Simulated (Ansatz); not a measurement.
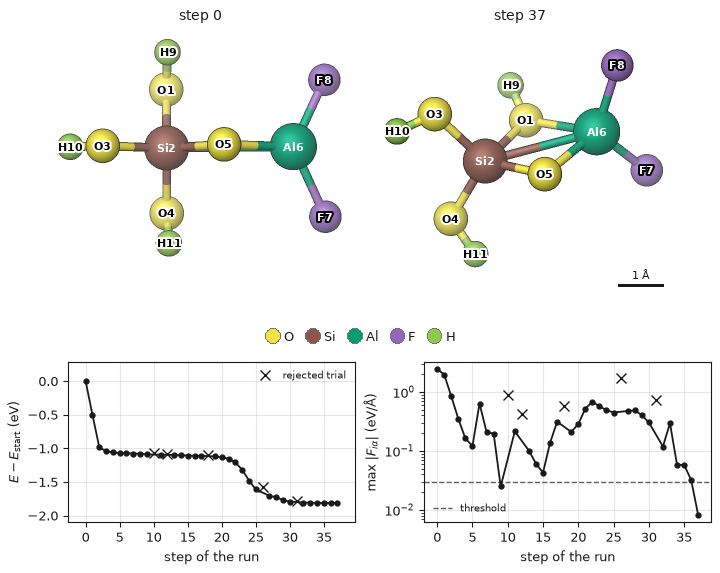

First and last geometry of a relaxation of AlSiH₃O₄F₂ (coarse preliminary run), with the history of the run. Style: ball-and-stick. Shown face on.

The start comes from a force field.

The calculation used RKS PBE-D4/def2-SVP in Ansatz. Settings: force threshold 0.03 eV/Å; at most 200 steps.

Question: Did the run converge, and what did it change?

Answer: It converged. The energy falls by 1.811 eV in 32 accepted moves (37 points after the start). Largest force component: 2.5 eV/Å at the start, 0.0081 eV/Å at the end. The line search rejected the trial steps at points 10, 12, 18, 26, 31 of the run. The forces were under the threshold at step 9, but the run went on from there. H9 moves most after the best rigid fit: 1.35 Å. Largest moves by element: H 1.35 Å, F 1.27 Å, O 1.16 Å, Al 0.50 Å, Si 0.33 Å. Near-neighbour distances that change, for instance: O1–Al6 3.410 → 1.958 Å, Si2–Al6 2.877 → 2.611 Å, Al6–F7 1.786 → 1.674 Å, Al6–F8 1.778 → 1.674 Å. Bond angles that change, for instance: O1–Si2–Al6 91.9° → 48.6°, O4–Si2–Al6 92.0° → 130.1°, O3–Si2–Al6 145.8° → 121.3°. Cost: 33 s on 4 threads of Intel Xeon 6975P-C (shared host).
